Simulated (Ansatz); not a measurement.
## Neighbourhoods of single atoms in glassy CaAl2Si2O8 (117 atoms)

Density of this cell: 2.71 g/cm³. The cell holds 117 atoms: 18 Al, 9 Ca, 72 O and 18 Si. Its edges and angles: a = 11.536 Å, b = 11.536 Å, c = 11.536 Å, α = 90.0°, β = 90.0°, γ = 90.0°. 117 atoms (18 Al, 9 Ca, 72 O, 18 Si) placed at random at 2.71 g/cm³, melted at 4500 K for 20 ps at fixed volume with the Morse and Coulomb pair potential with partial charges (Pedone, Malavasi, Menziani, Cormack and Segre, J. Phys. Chem. B 110, 11780 (2006)). Quenched from 4500 K to 300 K at 20 K/ps and fixed volume, held 5 ps. The starting density is a measured one.

Method: Kohn-Sham DFT, PBE, PAW (set soft_2), plane waves (Ansatz 0.2.0; cutoff 420 eV, Γ point, fermi-dirac smearing of 0.05 eV), at the geometry as built.

The whole cell was solved; only parts of it are printed.

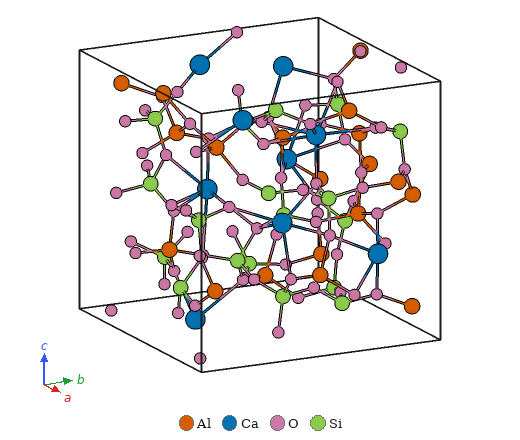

The whole cell (aluminium orange, calcium blue, oxygen pink, silicon green). Bonds to atoms that aren't drawn are left out. Some periodic images of atoms are drawn too.

A closer look about O71, which bears the longest force: 34 atoms, nearest first, numbered in the order of the input, with positions taken from that point.

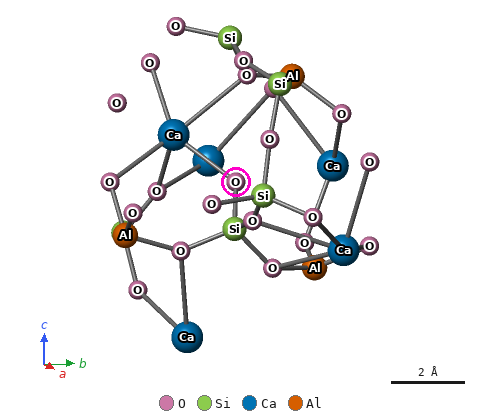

The atoms of the table, within 5.0 Å (arrows a, b, c point along x, y, z); some may hide others; the central atom is ringed.

```
 atom      x      y      z  distance (Å)  Löwdin charge (e)     Fx     Fy  Fz (eV/Å)
  O71   0.00   0.00   0.00          0.00              -0.99  -3.21   0.90       4.39
Si111   0.85  -0.25  -1.20          1.49               1.67   2.03  -0.37      -2.21
 Ca26  -1.09  -1.51   1.23          2.23               1.79   0.77  -0.26      -0.43
  O67   0.53  -1.70  -1.81          2.55              -0.88  -0.22  -0.19      -2.02
  O94   2.46  -0.12  -0.79          2.59              -0.83   0.78   0.82      -0.14
  O47   0.62   0.90  -2.36          2.60              -0.90   0.83  -0.13      -0.44
  O91  -0.35   0.41   2.94          2.99              -0.89   0.58  -1.78      -0.78
  O49  -2.60  -1.61  -0.52          3.10              -1.00   1.12   2.72       3.43
 Al10  -0.37   2.34  -2.50          3.44               1.19   1.04   0.48      -1.28
 Al18  -1.14   1.88   2.76          3.53               1.35  -1.06   1.14       2.69
  O56  -0.29  -3.52   0.07          3.53              -0.93  -1.39  -0.73       2.47
  O28  -0.48   3.14   1.76          3.64              -0.90  -0.69  -0.07      -1.54
 Al17   0.70  -3.33  -1.31          3.65               1.33   0.16  -1.04      -0.26
  O48  -1.94   2.44  -1.99          3.70              -1.09  -2.26   0.33       1.33
Si104   3.87  -0.17   0.08          3.87               1.73  -0.88  -2.24      -1.55
 Ca25   2.57   2.44  -1.67          3.92               1.83   0.30  -0.15      -0.06
  O96   3.64   0.08   1.61          3.99              -0.79   0.02  -0.45       0.70
 Ca19  -2.24   3.32   0.10          4.01               1.81   0.29   0.81      -0.62
 Ca24  -4.02   0.20   0.12          4.02               1.77  -0.67  -0.42       0.53
  O93  -2.85   1.78   2.23          4.03              -0.90   1.21  -1.35      -1.22
  O90   0.59   3.67  -1.82          4.14              -0.95   0.26  -1.68       0.18
Si107   0.55  -0.30   4.10          4.15               1.74  -0.83   2.71      -1.63
  O82   2.06  -0.29   3.64          4.19              -0.80   1.21  -0.70       0.19
  O74   2.28  -3.49  -0.50          4.20              -0.86  -0.16   0.29      -0.30
Si110  -3.00  -2.48  -1.70          4.24               1.71  -1.88   0.51      -3.93
  O61  -2.45  -1.84   3.10          4.36              -0.93  -0.08   0.28      -0.94
 Ca20  -0.39  -1.29  -4.35          4.55               1.80   1.16  -0.74       0.35
Si105   3.40   0.43   3.12          4.64               1.78   0.09   0.67       0.29
  O36  -2.57  -2.17  -3.25          4.68              -0.85   2.18   0.96       0.78
  O53  -0.01  -1.70   4.40          4.71              -0.85  -0.14  -2.29       0.84
  O75   4.38  -1.76  -0.06          4.72              -0.89   0.61   0.87       0.40
  O86   3.66   2.93   0.90          4.77              -0.88  -0.23   0.00      -0.86
  O60   4.81   1.02  -0.46          4.94              -0.87   1.31   0.42      -0.97
  O42   1.85  -3.84   2.54          4.96              -0.83  -1.44   1.40      -2.20
```

A closer look about Ca27, one of the 9 Ca atoms: 34 atoms, nearest first, numbered in the order of the input, with positions taken from that point.

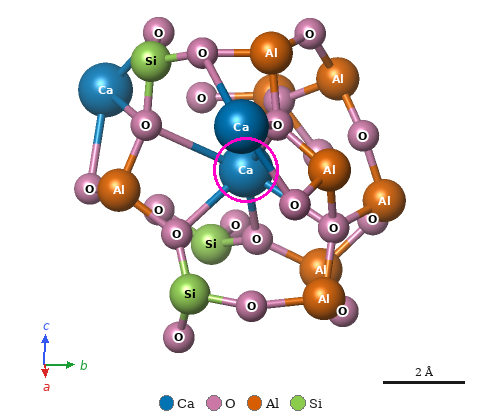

The atoms of the table, within 4.5 Å (arrows a, b, c point along x, y, z); some may hide others; the central atom is ringed.

| atom | x | y | z | distance (Å) | Löwdin charge (e) | Fx | Fy | Fz (eV/Å) |
| --- | --- | --- | --- | --- | --- | --- | --- | --- |
| Ca27 | 0.00 | 0.00 | 0.00 | 0.00 | 1.82 | -0.41 | 0.37 | 0.53 |
| O68 | -1.70 | 0.83 | 1.27 | 2.28 | -0.98 | 0.55 | -1.67 | -0.62 |
| O29 | -0.91 | 0.40 | -2.08 | 2.30 | -0.90 | -0.34 | -1.72 | 0.67 |
| O44 | 1.51 | 0.65 | 1.70 | 2.36 | -0.99 | 0.46 | -0.94 | 0.16 |
| O32 | 1.13 | -1.71 | -1.34 | 2.45 | -0.89 | -0.69 | -0.21 | 1.46 |
| O88 | 1.63 | 2.14 | -0.90 | 2.84 | -0.88 | 0.45 | -1.22 | 0.72 |
| O79 | 0.43 | -2.55 | 1.24 | 2.87 | -0.89 | 0.03 | -0.20 | -1.92 |
| O78 | 0.14 | 2.86 | 1.03 | 3.04 | -0.88 | 0.63 | 0.04 | 0.18 |
| Al11 | 2.27 | 1.94 | 0.81 | 3.09 | 1.26 | -0.51 | 0.79 | -0.23 |
| Al6 | -1.08 | 2.23 | 2.10 | 3.24 | 1.35 | 0.45 | -0.78 | -1.74 |
| Al5 | 0.76 | -3.17 | -0.36 | 3.28 | 1.35 | 0.33 | 0.63 | -0.26 |
| Si116 | -2.08 | -0.67 | -2.63 | 3.42 | 1.76 | 1.59 | 1.98 | -1.51 |
| O72 | -2.13 | -2.01 | -1.79 | 3.43 | -0.81 | -0.37 | 0.09 | 1.27 |
| Al2 | -0.69 | 2.00 | -2.76 | 3.47 | 1.30 | -0.18 | 0.28 | -0.52 |
| Al12 | 0.49 | 3.43 | -0.53 | 3.51 | 1.35 | -1.16 | 1.42 | -0.73 |
| Si115 | 2.02 | -1.36 | -2.61 | 3.57 | 1.69 | 0.52 | 1.47 | 0.42 |
| Al8 | 1.09 | 0.44 | 3.43 | 3.62 | 1.30 | 0.14 | 0.86 | -0.71 |
| Al3 | -3.46 | 0.80 | 0.84 | 3.65 | 1.29 | 0.01 | 0.36 | -0.76 |
| O59 | 2.52 | 0.15 | -2.71 | 3.71 | -0.86 | 0.55 | 1.38 | 0.14 |
| O77 | -3.11 | 1.95 | -0.55 | 3.71 | -0.85 | -0.74 | -0.21 | -0.07 |
| O69 | 1.03 | -1.26 | 3.36 | 3.73 | -0.86 | 1.40 | -0.13 | 1.60 |
| O85 | -1.06 | 3.25 | -1.53 | 3.75 | -0.82 | 0.83 | 0.34 | 0.13 |
| Si112 | 0.20 | -2.49 | 2.83 | 3.77 | 1.67 | -2.68 | 0.13 | 0.23 |
| O92 | -0.32 | 1.45 | 3.50 | 3.80 | -0.82 | 0.75 | 0.36 | -0.08 |
| O64 | 3.72 | 1.05 | 0.36 | 3.88 | -0.89 | 0.16 | -0.64 | -0.45 |
| Al15 | 2.38 | 1.94 | -2.51 | 3.96 | 1.31 | -0.37 | -0.62 | -1.22 |
| O35 | -0.77 | -3.81 | -0.85 | 3.98 | -0.88 | -0.76 | -1.09 | 0.80 |
| O66 | -1.43 | -2.24 | 3.06 | 4.05 | -1.04 | 0.05 | -0.37 | -0.22 |
| O57 | -3.98 | -0.96 | 0.56 | 4.13 | -0.86 | 1.12 | 0.70 | -0.18 |
| O65 | 0.87 | 2.51 | -3.32 | 4.25 | -0.97 | 1.13 | 0.32 | -0.50 |
| Ca21 | 3.63 | -0.36 | 2.32 | 4.32 | 1.85 | 0.62 | 0.03 | -0.06 |
| Ca23 | -2.28 | -3.45 | 1.24 | 4.32 | 1.79 | -0.47 | -0.40 | 0.47 |
| O63 | -3.53 | -0.01 | -2.59 | 4.37 | -0.77 | 1.62 | -0.62 | 0.80 |
| O31 | 1.24 | -1.55 | -4.00 | 4.46 | -0.90 | -0.36 | -1.37 | -2.56 |

Local excerpt of 46 atoms (numbers count through the whole input) about O48, whose charge lies farthest from its element's mean; x, y, z are measured from there.

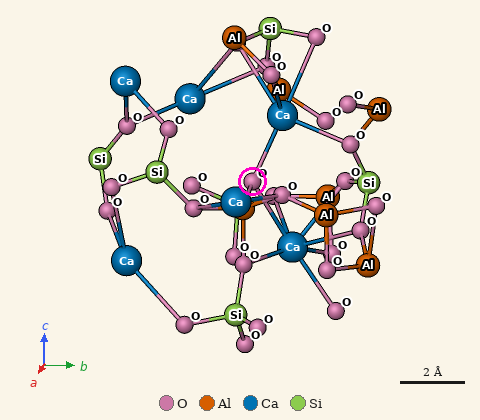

The atoms of the table, within 5.2 Å (arrows a, b, c point along x, y, z); some may hide others; the central atom is ringed.

| atom | x | y | z | distance (Å) | Löwdin charge (e) | Fx | Fy | Fz (eV/Å) |
| --- | --- | --- | --- | --- | --- | --- | --- | --- |
| O48 | 0.00 | 0.00 | 0.00 | 0.00 | -1.09 | -2.26 | 0.33 | 1.33 |
| Al10 | 1.57 | -0.11 | -0.51 | 1.66 | 1.19 | 1.04 | 0.48 | -1.28 |
| Ca19 | -0.30 | 0.88 | 2.09 | 2.28 | 1.81 | 0.29 | 0.81 | -0.62 |
| Ca21 | -0.64 | 1.23 | -2.18 | 2.58 | 1.85 | 0.62 | 0.03 | -0.06 |
| O80 | 1.36 | -0.07 | -2.36 | 2.73 | -0.90 | -1.12 | -0.07 | 1.07 |
| O90 | 2.54 | 1.23 | 0.16 | 2.82 | -0.95 | 0.26 | -1.68 | 0.18 |
| O47 | 2.56 | -1.54 | -0.37 | 3.02 | -0.90 | 0.83 | -0.13 | -0.44 |
| O98 | -1.81 | 2.71 | -0.26 | 3.27 | -0.86 | -0.07 | -0.79 | -0.03 |
| O73 | 0.17 | 3.08 | 1.36 | 3.37 | -0.90 | 0.73 | -2.07 | 1.25 |
| O69 | -3.23 | 0.32 | -1.14 | 3.44 | -0.86 | 1.40 | -0.13 | 1.60 |
| Si106 | -0.48 | 3.60 | 0.01 | 3.63 | 1.74 | 0.05 | -1.14 | -2.03 |
| O71 | 1.94 | -2.44 | 1.99 | 3.70 | -0.99 | -3.21 | 0.90 | 4.39 |
| Ca24 | -2.07 | -2.24 | 2.11 | 3.71 | 1.77 | -0.67 | -0.42 | 0.53 |
| O33 | 0.44 | 3.48 | -1.32 | 3.75 | -0.85 | -1.56 | -0.79 | 0.07 |
| Al8 | -3.18 | 2.02 | -1.08 | 3.92 | 1.30 | 0.14 | 0.86 | -0.71 |
| Si111 | 2.79 | -2.69 | 0.79 | 3.96 | 1.67 | 2.03 | -0.37 | -2.21 |
| O28 | 1.46 | 0.70 | 3.75 | 4.09 | -0.90 | -0.69 | -0.07 | -1.54 |
| Al14 | 3.30 | 2.71 | -0.25 | 4.28 | 1.30 | 0.98 | -0.15 | -0.49 |
| O31 | -3.03 | 0.03 | 3.04 | 4.29 | -0.90 | -0.36 | -1.37 | -2.56 |
| Si100 | 1.93 | -0.23 | -3.86 | 4.32 | 1.67 | 0.86 | 1.48 | -0.40 |
| O49 | -0.65 | -4.05 | 1.47 | 4.36 | -1.00 | 1.12 | 2.72 | 3.43 |
| O93 | -0.90 | -0.67 | 4.22 | 4.37 | -0.90 | 1.21 | -1.35 | -1.22 |
| Si112 | -4.07 | -0.90 | -1.67 | 4.49 | 1.67 | -2.68 | 0.13 | 0.23 |
| O38 | -3.71 | -2.32 | -1.02 | 4.49 | -0.81 | 1.07 | -1.45 | 0.94 |
| O44 | -2.75 | 2.23 | -2.80 | 4.52 | -0.99 | 0.46 | -0.94 | 0.16 |
| Ca25 | 4.51 | 0.00 | 0.31 | 4.52 | 1.83 | 0.30 | -0.15 | -0.06 |
| Ca20 | 1.56 | -3.74 | -2.36 | 4.68 | 1.80 | 1.16 | -0.74 | 0.35 |
| O52 | 3.36 | 2.78 | -1.99 | 4.79 | -0.88 | -0.13 | -0.34 | 1.48 |
| O62 | -4.34 | 1.78 | 1.09 | 4.82 | -0.81 | 2.04 | -2.06 | 0.75 |
| O36 | -0.63 | -4.61 | -1.27 | 4.82 | -0.85 | 2.18 | 0.96 | 0.78 |
| O67 | 2.48 | -4.15 | 0.17 | 4.83 | -0.88 | -0.22 | -0.19 | -2.02 |
| Al9 | 1.95 | 3.90 | -2.10 | 4.84 | 1.33 | 1.46 | 1.24 | 0.16 |
| Al18 | 0.81 | -0.56 | 4.75 | 4.85 | 1.35 | -1.06 | 1.14 | 2.69 |
| Al7 | -4.43 | 0.28 | 2.00 | 4.87 | 1.30 | -0.44 | 0.28 | 1.90 |
| O89 | 2.50 | 4.19 | -0.07 | 4.88 | -0.87 | -0.54 | 1.65 | -0.29 |
| Al1 | 0.81 | 4.04 | 2.66 | 4.90 | 1.31 | 0.93 | 1.81 | -0.49 |
| O64 | -0.55 | 2.63 | -4.15 | 4.94 | -0.89 | 0.16 | -0.64 | -0.45 |
| Si115 | -2.25 | 0.22 | 4.42 | 4.97 | 1.69 | 0.52 | 1.47 | 0.42 |
| O59 | -1.74 | 1.73 | 4.32 | 4.97 | -0.86 | 0.55 | 1.38 | 0.14 |
| Si110 | -1.06 | -4.92 | 0.29 | 5.04 | 1.71 | -1.88 | 0.51 | -3.93 |
| O50 | 2.40 | 3.23 | 3.12 | 5.09 | -0.79 | -0.40 | 0.44 | -0.62 |
| O76 | 0.87 | -0.04 | -5.02 | 5.09 | -0.85 | -1.20 | 0.49 | -1.26 |
| O81 | 2.42 | -1.78 | -4.14 | 5.11 | -0.86 | 0.85 | -1.71 | 2.00 |
| O79 | -3.83 | -0.96 | -3.26 | 5.12 | -0.89 | 0.03 | -0.20 | -1.92 |
| Ca26 | 0.86 | -3.95 | 3.22 | 5.17 | 1.79 | 0.77 | -0.26 | -0.43 |
| O57 | 3.29 | 0.62 | -3.94 | 5.17 | -0.86 | 1.12 | 0.70 | -0.18 |

Local excerpt of 34 atoms (numbers count through the whole input) about O72, picked at random; x, y, z are measured from there.

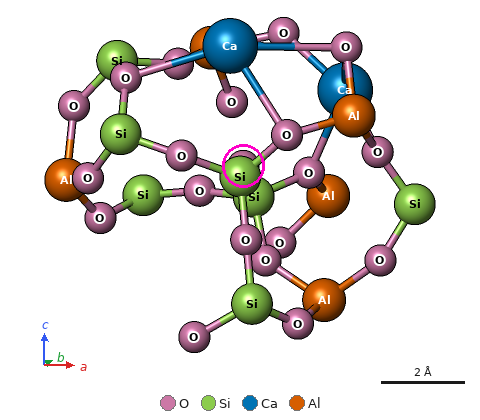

The atoms of the table, within 4.6 Å (arrows a, b, c point along x, y, z); some may hide others; the central atom is ringed.

```
 atom      x      y      z  distance (Å)  Löwdin charge (e)     Fx     Fy  Fz (eV/Å)
  O72   0.00   0.00   0.00          0.00              -0.81  -0.37   0.09       1.27
Si116   0.05   1.34  -0.85          1.58               1.76   1.59   1.98      -1.51
Si105   0.20  -1.59  -0.14          1.61               1.78   0.09   0.67       0.29
  O35   1.36  -1.80   0.94          2.45              -0.88  -0.76  -1.09       0.80
  O63  -1.40   1.99  -0.80          2.56              -0.77   1.62  -0.62       0.80
  O86   0.46   0.91  -2.36          2.57              -0.88  -0.23   0.00      -0.86
  O96   0.45  -1.94  -1.65          2.59              -0.79   0.02  -0.45       0.70
  O82  -1.14  -2.31   0.38          2.60              -0.80   1.21  -0.70       0.19
  O29   1.22   2.41  -0.29          2.72              -0.90  -0.34  -1.72       0.67
  O57  -1.85   1.04   2.35          3.17              -0.86   1.12   0.70      -0.18
  O32   3.26   0.30   0.44          3.30              -0.89  -0.69  -0.21       1.46
 Ca23  -0.15  -1.45   3.03          3.36               1.79  -0.47  -0.40       0.47
  Al5   2.89  -1.16   1.42          3.43               1.35   0.33   0.63      -0.26
 Ca27   2.13   2.01   1.79          3.43               1.82  -0.41   0.37       0.53
Si107  -2.65  -2.32   0.84          3.63               1.74  -0.83   2.71      -1.63
  O81  -2.72  -1.36   2.15          3.72              -0.86   0.85  -1.71       2.00
  Al7   1.96   0.70  -3.25          3.86               1.30  -0.44   0.28       1.90
Si113  -2.85   2.43  -1.00          3.88               1.78  -1.33   0.96      -0.06
  O91  -3.55  -1.61  -0.32          3.91              -0.89   0.58  -1.78      -0.78
Si104   0.67  -2.19  -3.18          3.92               1.73  -0.88  -2.24      -1.55
  O79   2.56  -0.54   3.03          4.00              -0.89   0.03  -0.20      -1.92
Si100  -3.21   0.19   2.43          4.03               1.67   0.86   1.48      -0.40
  O31   3.37   0.46  -2.21          4.05              -0.90  -0.36  -1.37      -2.56
  Al3  -1.33   2.81   2.63          4.07               1.29   0.01   0.36      -0.76
  O28  -3.68   1.12  -1.50          4.13              -0.90  -0.69  -0.07      -1.54
  O60   1.62  -1.00  -3.72          4.17              -0.87   1.31   0.42      -0.97
  O68   0.43   2.84   3.06          4.19              -0.98   0.55  -1.67      -0.62
  O77  -0.98   3.95   1.23          4.26              -0.85  -0.74  -0.21      -0.07
Si115   4.15   0.64  -0.82          4.28               1.69   0.52   1.47       0.42
 Al18  -4.33  -0.14  -0.50          4.36               1.35  -1.06   1.14       2.69
  Al2   1.44   4.00  -0.97          4.37               1.30  -0.18   0.28      -0.52
  O76  -4.28   0.38   1.27          4.48              -0.85  -1.20   0.49      -1.26
  O30   0.28   4.06  -2.16          4.61              -0.89  -2.39   0.44      -1.57
  O94  -0.74  -2.15  -4.05          4.64              -0.83   0.78   0.82      -0.14
```

Length of the force by element:

```
element  coordination  atoms  mean length of the force (eV/Å)  spread  least  most
     Al           all     18                             1.49   0.675  0.617  3.11
     Ca           all      9                            0.876   0.286  0.335  1.42
      O           all     72                             1.77    1.00  0.434  5.51
     Si           all     18                             2.72   0.970  0.733  4.38
```

Löwdin charges by element (they lack the spilled electrons, 0.067 e an atom on average):

| element | coordination | atoms | mean charge (e) | spread | least | most |
| --- | --- | --- | --- | --- | --- | --- |
| Al | all | 18 | 1.32 | 0.0396 | 1.19 | 1.36 |
| Ca | all | 9 | 1.81 | 0.0212 | 1.77 | 1.85 |
| O | all | 72 | -0.877 | 0.0646 | -1.09 | -0.772 |
| Si | all | 18 | 1.72 | 0.0343 | 1.67 | 1.78 |

The quench rate of 20 K/ps is many orders above laboratory rates, so the cell is likely richer in defects and strain than a real sample. The force components of 1.2 eV/Å r.m.s. hold both thermal displacement and the mismatch between the potential that made the cell and DFT. The network of bonds at the start is that of the classical potential that made the cell, and needn't be the one that DFT or experiment would give. Only the Γ point is sampled, in a cell whose shortest periodic width is 12 Å. The Löwdin charges lack the electrons that the projection spills, 0.067 e an atom on average.

[Logs are printed without paths, hosts, clocks, repeated set-up lines and the standing remarks that a program may print on its own settings, such as how far it seeks lower states.]

[Hosts, paths, dates, database ids (printed as entryN), source tags and the programs' standing remarks are cut or masked in the printed files.]
